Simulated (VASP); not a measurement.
Band structure of Sr (fcc). Level of theory: LDA (Ceperley-Alder, Perdew-Zunger), VASP's LDA PAW potentials (set 64) (plane waves; VASP).

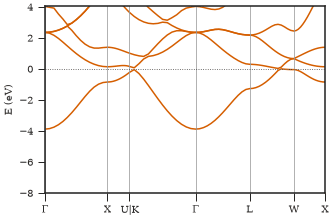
*Bands along high-symmetry lines, zero at the valence-band maximum or, without a gap, the Fermi level*

Task: Read the plot: is there a gap, and where are the band edges?

Result: The gap is indirect, 0.03 eV, from the valence maximum at L-W at 0.71 to the conduction minimum at L-W at 0.64. (Edges off the drawn lines would not show.)

The compound is Sr in the fcc structure. It was relaxed first, which changed the volume by -14 %.
